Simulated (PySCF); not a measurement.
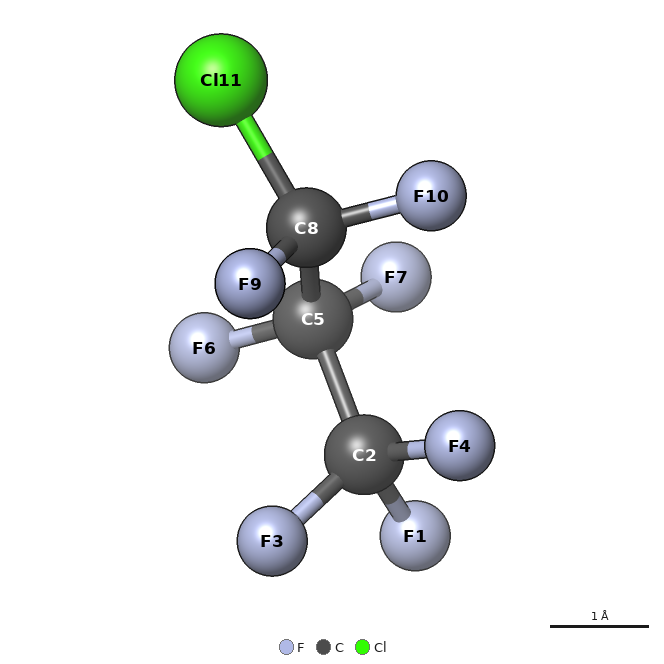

Orthographic view. Depth is shown by fading: the farther an atom, the more it takes the colour of the background. Geometry: a frame of a GFN2-xTB molecular-dynamics simulation, not a minimum.

List the bonded neighbours of every atom.

F1: C2
C2: F1, F3, F4, C5
F3: C2
F4: C2
C5: C2, F6, F7, C8
F6: C5
F7: C5
C8: C5, F9, F10, Cl11
F9: C8
F10: C8
Cl11: C8
